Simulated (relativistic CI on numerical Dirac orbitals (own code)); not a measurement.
# Pm⁺: one ion under different settings

Aim: see what numerical and physical settings do to the SCF, the total energy and the lowest levels of Pm⁺.

The numbers are computed with relativistic CI on numerical Dirac orbitals (own code) version 3 (Dirac-Coulomb-Breit CI, KLI orbitals optimised for each configuration, model QED (radiative potential, 1s self-energy scaled to tabulated hydrogen-like ionisation energies), numerical settings as typed), except any that are marked as measured or tabulated.

## 1. What is computed

```
ion            : Pm⁺ (Pm II)
nuclear charge : 61
electrons      : 60
isotope        : A = 145
```

## 2. The usual input

Settings of the run:

```ini
atom Pm  Z=61  charge=1  electrons=60
nucleus A=145  rms_radius_fm=4.9620
hamiltonian dirac-coulomb  breit=on  qed=on  c_scale=1
orbitals kli  potential=per-configuration
slater_scale 1
correlation none
mixing on
grid step=0.0125 r_max=129.7
scf mixing=0.4 start=green max_iterations=150 tolerance=2e-08 node_fill=0.05
configurations
  [Xe] 4f5 6s
end
```

Run with:

```sh
$ python run_levels.py task.json out
```

task.json lists these runs, among others, and the program works through them in turn.

From the run's result record (rounded, not every field):

```text
status: converged
levels [i, E_cm, J2, conf, term, w_term, w_jj]:
  - [0, 0, 4, "4f5 6s", "7H*", 0.9746, 0.3491]
  - [1, 501.94849, 6, "4f5 6s", "7H*", 0.9506, 0.3501]
  - [2, 1189.5411, 8, "4f5 6s", "7H*", 0.9471, 0.4247]
  - [3, 2037.263, 10, "4f5 6s", "7H*", 0.9535, 0.5362]
  - [4, 2668.6748, 6, "4f5 6s", "5H*", 0.9471, 0.3487]
  - [5, 3015.6971, 12, "4f5 6s", "7H*", 0.9625, 0.5061]
  - [6, 3733.6864, 8, "4f5 6s", "5H*", 0.9469, 0.5028]
  - [7, 4097.1507, 14, "4f5 6s", "7H*", 0.9696, 0.4634]
  - [8, 4925.0926, 10, "4f5 6s", "5H*", 0.9526, 0.4498]
  - [9, 5256.5871, 16, "4f5 6s", "7H*", 0.9719, 0.3863]
  - [10, 6209.0309, 12, "4f5 6s", "5H*", 0.9573, 0.4719]
  - [11, 6532.1621, 0, "4f5 6s", "7F*", 0.9798, 0.5174]
  - [12, 6655.7646, 2, "4f5 6s", "7F*", 0.9731, 0.4139]
  - [13, 6921.8219, 4, "4f5 6s", "7F*", 0.9616, 0.3737]
  - "... 16 more rows left out ..."
total_energy [Ha]: -10007.440376
n_levels_all: 396
overlap: 1.42253e-11
scf_iterations: [17]
orbital_energies [Ha]: {"1s": -1651.77, "2s": -268.876, "2p1/2": -254.563, "2p3/2": -234.031, "3s": -59.0992, "3p1/2": -52.987, "3p3/2": -48.8465, "3d3/2": -38.2614, "3d5/2": -37.3652, "4s": -12.1499, "4p1/2": -9.82373, "4p3/2": -8.93076, "4d3/2": -5.10858, "4d5/2": -4.95021, "5s": -2.03393, "5p1/2": -1.41413, "5p3/2": -1.29491, "4f5/2": -0.592716, "4f7/2": -0.57547, "6s": -0.591307}
configurations [conf, odd, states, E_av_Ha, breit_Ha, qed_Ha]:
  - ["4f5 6s", 1, 4004, -10021.8781, 8.786, 5.875]
scf_steps of the first configuration [iteration, E_Ha, residual, outer_eigenvalue_Ha]:
  - [1, -10014.10918, 1.36, -0.4754]
  - [2, -10021.06922, 0.494, -0.3962]
  - [3, -10021.61604, 0.3, -0.4491]
  - [4, -10021.68439, 0.26, -0.4644]
  - [5, -10021.87819, 0.0145, -0.5808]
  - [6, -10021.8781, 0.0137, -0.5821]
  - [7, -10021.87861, 0.00254, -0.5873]
  - [8, -10021.87815, 0.00033, -0.5908]
  - [9, -10021.87814, 0.000325, -0.5908]
  - [10, -10021.87811, 0.000102, -0.5913]
  - [11, -10021.8781, 1.62e-05, -0.5913]
  - [12, -10021.8781, 1.19e-05, -0.5913]
  - [13, -10021.8781, 1.67e-06, -0.5913]
  - [14, -10021.8781, 6.95e-07, -0.5913]
  - [15, -10021.8781, 1.25e-07, -0.5913]
  - [16, -10021.8781, 4.19e-08, -0.5913]
  - [17, -10021.8781, 6.3e-09, -0.5913]
```

Run time: 0.15 s. Hardware: 1 thread, shared host.

## 3. Node fill 0.5

Settings: those of step 2 with these lines changed.

```diff
@@ -8,3 +8,3 @@
 grid step=0.0125 r_max=129.7
-scf mixing=0.4 start=green max_iterations=150 tolerance=2e-08 node_fill=0.05
+scf mixing=0.4 start=green max_iterations=150 tolerance=2e-08 node_fill=0.5
 configurations
```

Result record:

```text
status: converged
levels [i, E_cm, J2, conf, term, w_term]:
  - [0, 0, 4, "4f5 6s", "7H*", 0.9568]
  - [1, 637.33206, 6, "4f5 6s", "7H*", 0.9214]
  - [2, 1525.8543, 8, "4f5 6s", "7H*", 0.9238]
  - [3, 2606.5772, 10, "4f5 6s", "7H*", 0.9372]
  - [4, 2961.5152, 6, "4f5 6s", "5H*", 0.9153]
  - [5, 3826.1471, 12, "4f5 6s", "7H*", 0.9496]
  - [6, 4344.3079, 8, "4f5 6s", "5H*", 0.9234]
  - [7, 5141.7006, 14, "4f5 6s", "7H*", 0.9552]
  - "... 22 more rows left out ..."
total_energy [Ha]: -10007.355951
n_levels_all: 396
overlap: 1.18408e-11
scf_iterations: [17]
orbital_energies [Ha]: {"1s": -1648.72, "2s": -267.481, "2p1/2": -252.994, "2p3/2": -232.552, "3s": -58.5056, "3p1/2": -52.3563, "3p3/2": -48.2477, "3d3/2": -37.6183, "3d5/2": -36.7346, "4s": -11.9877, "4p1/2": -9.65648, "4p3/2": -8.7737, "4d3/2": -4.95456, "4d5/2": -4.79937, "5s": -1.957, "5p1/2": -1.34214, "5p3/2": -1.22623, "4f5/2": -0.487012, "4f7/2": -0.471227, "6s": -0.535971}
configurations [conf, odd, states, E_av_Ha, breit_Ha, qed_Ha]:
  - ["4f5 6s", 1, 4004, -10021.75932, 8.75, 5.87]
scf_steps of the first configuration [iteration, E_Ha, residual, outer_eigenvalue_Ha]:
  - [1, -10014.10918, 1.5, -0.4754]
  - [2, -10020.96837, 0.528, -0.389]
  - [3, -10021.72213, 0.305, -0.4258]
  - [4, -10021.73925, 0.282, -0.4321]
  - [5, -10021.77257, 0.0187, -0.5125]
  - [6, -10021.76429, 0.00819, -0.5235]
  - [7, -10021.75408, 0.00492, -0.5381]
  - [8, -10021.75521, 0.00367, -0.5378]
  - [9, -10021.75953, 0.000234, -0.5356]
  - [10, -10021.75933, 0.000113, -0.5359]
  - [11, -10021.75931, 1.87e-05, -0.536]
  - [12, -10021.75932, 6.3e-06, -0.536]
  - [13, -10021.75932, 2.27e-06, -0.536]
  - [14, -10021.75932, 1.49e-07, -0.536]
  - [15, -10021.75932, 1.76e-07, -0.536]
  - [16, -10021.75932, 2.55e-08, -0.536]
  - [17, -10021.75932, 3.44e-09, -0.536]
```

Run time: 0.15 s. Hardware: 1 thread, shared host.

## 4. End of the grid 194.55, speed-of-light factor 10

Settings of the run:

```ini
atom Pm  Z=61  charge=1  electrons=60
nucleus A=145  rms_radius_fm=4.9620
hamiltonian dirac-coulomb  breit=on  qed=on  c_scale=10
orbitals kli  potential=per-configuration
slater_scale 1
correlation none
mixing on
grid step=0.0125 r_max=194.55
scf mixing=0.4 start=green max_iterations=150 tolerance=2e-08 node_fill=0.05
configurations
  [Xe] 4f5 6s
end
```

Result record:

```text
status: converged
levels [i, E_cm, J2, conf, term, w_term]:
  - [0, 0, 4, "4f5 6s", "7H*", 1]
  - [1, 5.5100775, 6, "4f5 6s", "7H*", 1]
  - [2, 12.848156, 8, "4f5 6s", "7H*", 1]
  - [3, 22.00677, 10, "4f5 6s", "7H*", 1]
  - [4, 32.976566, 12, "4f5 6s", "7H*", 1]
  - [5, 45.746308, 14, "4f5 6s", "7H*", 1]
  - [6, 60.302837, 16, "4f5 6s", "7H*", 1]
  - [7, 1789.9545, 6, "4f5 6s", "5H*", 1]
  - "... 22 more rows left out ..."
total_energy [Ha]: -9654.718838
n_levels_all: 396
overlap: 2.12563e-11
scf_iterations: [12]
orbital_energies [Ha]: {"1s": -1564.36, "2s": -246.445, "2p1/2": -233.768, "2p3/2": -233.587, "3s": -53.8083, "3p1/2": -48.2679, "3p3/2": -48.2317, "3d3/2": -37.9331, "3d5/2": -37.9241, "4s": -10.7524, "4p1/2": -8.63296, "4p3/2": -8.62522, "4d3/2": -4.88128, "4d5/2": -4.87971, "5s": -1.62832, "5p1/2": -1.07335, "5p3/2": -1.07233, "4f5/2": -0.462865, "4f7/2": -0.462672, "6s": -0.3549}
configurations [conf, odd, states, E_av_Ha, breit_Ha, qed_Ha]:
  - ["4f5 6s", 1, 4004, -9657.812226, 0.08317, 3.234]
scf_steps of the first configuration [iteration, E_Ha, residual, outer_eigenvalue_Ha]:
  - [1, -9653.950667, 1.07, -0.4348]
  - [2, -9657.472091, 0.341, -0.3764]
  - [3, -9657.744064, 0.161, -0.3648]
  - [4, -9657.814623, 0.0236, -0.3568]
  - [5, -9657.808729, 0.0221, -0.3546]
  - [6, -9657.811415, 0.00619, -0.3548]
  - [7, -9657.812439, 0.0019, -0.355]
  - [8, -9657.812231, 8.81e-05, -0.3549]
  - [9, -9657.81223, 3.19e-05, -0.3549]
  - [10, -9657.812227, 2.57e-06, -0.3549]
  - [11, -9657.812226, 2.56e-07, -0.3549]
  - [12, -9657.812226, 1.44e-08, -0.3549]
```

Wall time 0.14 s (1 thread, shared host).

With a scaled speed of light this is not the real ion; the QED potentials keep the true α and change only through the orbitals.

## 5. QED terms off, start potential thomas-fermi

Settings of the run:

```ini
atom Pm  Z=61  charge=1  electrons=60
nucleus A=145  rms_radius_fm=4.9620
hamiltonian dirac-coulomb  breit=on  qed=off  c_scale=1
orbitals kli  potential=per-configuration
slater_scale 1
correlation none
mixing on
grid step=0.0125 r_max=129.7
scf mixing=0.4 start=thomas-fermi max_iterations=150 tolerance=2e-08 node_fill=0.05
configurations
  [Xe] 4f5 6s
end
```

Result record:

```text
status: converged
levels [i, E_cm, J2, conf, term, w_term]:
  - [0, 0, 4, "4f5 6s", "7H*", 0.9749]
  - [1, 499.4502, 6, "4f5 6s", "7H*", 0.9511]
  - [2, 1183.309, 8, "4f5 6s", "7H*", 0.9476]
  - [3, 2026.5386, 10, "4f5 6s", "7H*", 0.9539]
  - [4, 2666.8094, 6, "4f5 6s", "5H*", 0.9477]
  - [5, 3000.1204, 12, "4f5 6s", "7H*", 0.9627]
  - [6, 3725.8175, 8, "4f5 6s", "5H*", 0.9474]
  - [7, 4076.6489, 14, "4f5 6s", "7H*", 0.9698]
  - "... 22 more rows left out ..."
total_energy [Ha]: -10013.315262
n_levels_all: 396
overlap: 1.42229e-11
scf_iterations: [29]
orbital_energies [Ha]: {"1s": -1651.77, "2s": -268.876, "2p1/2": -254.563, "2p3/2": -234.031, "3s": -59.0992, "3p1/2": -52.987, "3p3/2": -48.8465, "3d3/2": -38.2614, "3d5/2": -37.3652, "4s": -12.1499, "4p1/2": -9.82373, "4p3/2": -8.93076, "4d3/2": -5.10858, "4d5/2": -4.95021, "5s": -2.03393, "5p1/2": -1.41413, "5p3/2": -1.29491, "4f5/2": -0.592716, "4f7/2": -0.57547, "6s": -0.591307}
configurations [conf, odd, states, E_av_Ha, breit_Ha, qed_Ha]:
  - ["4f5 6s", 1, 4004, -10021.8781, 8.786, 0]
scf_steps of the first configuration [iteration, E_Ha, residual, outer_eigenvalue_Ha]:
  - [1, -10002.84302, 2.58, -0.3264]
  - [2, -10020.38507, 1.14, -0.7726]
  - [3, -10021.59435, 0.58, -0.6105]
  - [4, -10021.68909, 0.491, -0.5773]
  - [5, -10021.88027, 0.0846, -0.4077]
  - [6, -10021.86633, 0.187, -0.3685]
  - [7, -10021.86548, 0.189, -0.3697]
  - [8, -10021.86502, 0.189, -0.3709]
  - [9, -10021.76102, 0.55, -0.8693]
  - [10, -10021.87305, 0.158, -0.3731]
  - ["...", "...", "...", "..."]
  - [20, -10021.87811, 0.000236, -0.5911]
  - [21, -10021.8781, 9.6e-05, -0.5914]
  - [22, -10021.87811, 0.00017, -0.5915]
  - [23, -10021.87811, 6.21e-05, -0.5913]
  - [24, -10021.8781, 1.58e-05, -0.5913]
  - [25, -10021.8781, 2.93e-06, -0.5913]
  - [26, -10021.8781, 2.35e-06, -0.5913]
  - [27, -10021.8781, 1.51e-07, -0.5913]
  - [28, -10021.8781, 3.4e-08, -0.5913]
  - [29, -10021.8781, 1.43e-08, -0.5913]
```

Run time: 0.18 s. Hardware: 1 thread, shared host.

## 6. Start potential bare

Settings of the run:

```ini
atom Pm  Z=61  charge=1  electrons=60
nucleus A=145  rms_radius_fm=4.9620
hamiltonian dirac-coulomb  breit=on  qed=on  c_scale=1
orbitals kli  potential=per-configuration
slater_scale 1
correlation none
mixing on
grid step=0.0125 r_max=129.7
scf mixing=0.4 start=bare max_iterations=150 tolerance=2e-08 node_fill=0.05
configurations
  [Xe] 4f5 6s
end
```

Result record:

```text
status: converged
levels [i, E_cm, J2, conf, term, w_term]:
  - [0, 0, 4, "4f5 6s", "7H*", 0.9746]
  - [1, 501.9485, 6, "4f5 6s", "7H*", 0.9506]
  - [2, 1189.5411, 8, "4f5 6s", "7H*", 0.9471]
  - [3, 2037.2631, 10, "4f5 6s", "7H*", 0.9535]
  - [4, 2668.6748, 6, "4f5 6s", "5H*", 0.9471]
  - [5, 3015.6972, 12, "4f5 6s", "7H*", 0.9625]
  - [6, 3733.6864, 8, "4f5 6s", "5H*", 0.9469]
  - [7, 4097.1508, 14, "4f5 6s", "7H*", 0.9696]
  - "... 22 more rows left out ..."
total_energy [Ha]: -10007.440376
n_levels_all: 396
overlap: 1.42221e-11
scf_iterations: [38]
orbital_energies [Ha]: {"1s": -1651.77, "2s": -268.876, "2p1/2": -254.563, "2p3/2": -234.031, "3s": -59.0992, "3p1/2": -52.987, "3p3/2": -48.8465, "3d3/2": -38.2614, "3d5/2": -37.3652, "4s": -12.1499, "4p1/2": -9.82373, "4p3/2": -8.93076, "4d3/2": -5.10858, "4d5/2": -4.95021, "5s": -2.03393, "5p1/2": -1.41413, "5p3/2": -1.29491, "4f5/2": -0.592716, "4f7/2": -0.57547, "6s": -0.591307}
configurations [conf, odd, states, E_av_Ha, breit_Ha, qed_Ha]:
  - ["4f5 6s", 1, 4004, -10021.8781, 8.786, 5.875]
scf_steps of the first configuration [iteration, E_Ha, residual, outer_eigenvalue_Ha]:
  - [1, -8839.365449, 15.8, -53.3]
  - [2, -9655.515638, 9.74, -24.25]
  - [3, -9797.241744, 10, -0.7813]
  - [4, -9890.992933, 6.9, -1.045]
  - [5, -10003.74645, 2.68, -0.3188]
  - [6, -10019.06168, 1.12, -0.3107]
  - [7, -10019.05408, 1.12, -0.3106]
  - [8, -10021.64978, 0.388, -0.3754]
  - [9, -10019.6889, 1, -0.3347]
  - [10, -10021.81872, 0.202, -0.4236]
  - ["...", "...", "...", "..."]
  - [29, -10021.87813, 0.00865, -0.5759]
  - [30, -10021.87803, 0.00146, -0.5938]
  - [31, -10021.8781, 0.000476, -0.5905]
  - [32, -10021.8781, 0.000261, -0.5918]
  - [33, -10021.8781, 4.3e-05, -0.5912]
  - [34, -10021.8781, 1.74e-06, -0.5913]
  - [35, -10021.8781, 9.37e-07, -0.5913]
  - [36, -10021.8781, 1.9e-07, -0.5913]
  - [37, -10021.8781, 6.21e-08, -0.5913]
  - [38, -10021.8781, 1.96e-08, -0.5913]
```

Wall time 0.24 s (1 thread, shared host).

## 7. Tolerance 0.05

Settings: those of step 6 with these lines changed.

```diff
@@ -8,3 +8,3 @@
 grid step=0.0125 r_max=129.7
-scf mixing=0.4 start=bare max_iterations=150 tolerance=2e-08 node_fill=0.05
+scf mixing=0.4 start=green max_iterations=76 tolerance=0.05 node_fill=0.05
 configurations
```

Result record:

```text
status: converged
levels [i, E_cm, J2, conf, term, w_term]:
  - [0, 0, 4, "4f5 6s", "7H*", 0.9753]
  - [1, 496.40255, 6, "4f5 6s", "7H*", 0.9511]
  - [2, 1176.6841, 8, "4f5 6s", "7H*", 0.9474]
  - [3, 2016.0551, 10, "4f5 6s", "7H*", 0.9536]
  - [4, 2636.6921, 6, "4f5 6s", "5H*", 0.9478]
  - [5, 2985.7589, 12, "4f5 6s", "7H*", 0.9627]
  - [6, 3690.3647, 8, "4f5 6s", "5H*", 0.9472]
  - [7, 4058.5917, 14, "4f5 6s", "7H*", 0.97]
  - "... 22 more rows left out ..."
total_energy [Ha]: -10007.446413
n_levels_all: 396
overlap: 1.43887e-11
scf_iterations: [5]
orbital_energies [Ha]: {"1s": -1651.48, "2s": -268.694, "2p1/2": -254.358, "2p3/2": -233.835, "3s": -59.053, "3p1/2": -52.9354, "3p3/2": -48.7998, "3d3/2": -38.203, "3d5/2": -37.309, "4s": -12.1428, "4p1/2": -9.81604, "4p3/2": -8.92305, "4d3/2": -5.10035, "4d5/2": -4.94205, "5s": -2.02238, "5p1/2": -1.40228, "5p3/2": -1.28301, "4f5/2": -0.587298, "4f7/2": -0.569958, "6s": -0.580812}
configurations [conf, odd, states, E_av_Ha, breit_Ha, qed_Ha]:
  - ["4f5 6s", 1, 4004, -10021.87819, 8.782, 5.874]
scf_steps of the first configuration [iteration, E_Ha, residual, outer_eigenvalue_Ha]:
  - [1, -10014.10918, 1.36, -0.4754]
  - [2, -10021.06922, 0.494, -0.3962]
  - [3, -10021.61604, 0.3, -0.4491]
  - [4, -10021.68439, 0.26, -0.4644]
  - [5, -10021.87819, 0.0145, -0.5808]
```

Wall time 0.12 s (1 thread, shared host).

A bad setting: its result is shown only for the comparison.

## 8. Comparison

| setting | total energy less usual (Ha) | largest shift of a level among the lowest eight of both runs, same label and place (cm⁻¹) | SCF iterations | time | lowest level | kind of change |
| --- | --- | --- | --- | --- | --- | --- |
| usual | 0 | 0 | 17 | 0.15 s | 4f5 6s 7H°2 | - |
| node fill 0.5 | 0.0844 | 1040 | 17 | 0.15 s | 4f5 6s 7H°2 | numerical |
| end of the grid 194.55, speed-of-light factor 10 | 353 | 4050 | 12 | 0.14 s | 4f5 6s 7H°2 | unphysical constant |
| QED terms off, start potential thomas-fermi | -5.87 | 20.5 | 29 | 0.18 s | 4f5 6s 7H°2 | model term |
| start potential bare | 0 | 0 | 38 | 0.24 s | 4f5 6s 7H°2 | numerical |
| tolerance 0.05 | -0.00604 | 43.3 | 5 | 0.12 s | 4f5 6s 7H°2 | unsound |

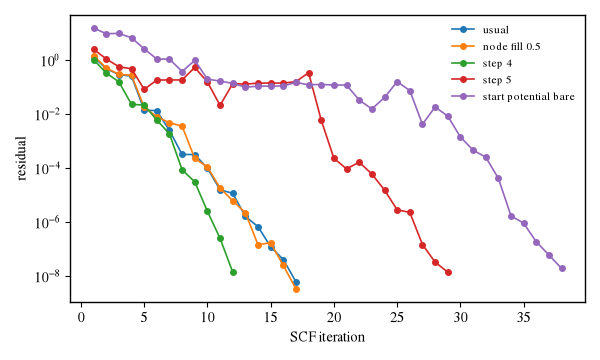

Residual of the first configuration's SCF.

## 9. Results

| quantity | value |
| --- | --- |
| lowest level, usual settings | 4f5 6s 7H°2 |
| total energy | -10007.4404 Ha |
| first excitation | 501.9 cm⁻¹ |

In words: Among the runs whose levels can be followed, they move most under «end of the grid 194.55, speed-of-light factor 10» (unphysical constant), by up to 4050 cm⁻¹. No visible change in the result comes from «start potential bare». «Start potential bare» costs 38 SCF iterations against 17. Only the listed configurations are in the model. Near neutrality, missing correlation can shift configurations against each other by thousands of cm⁻¹.
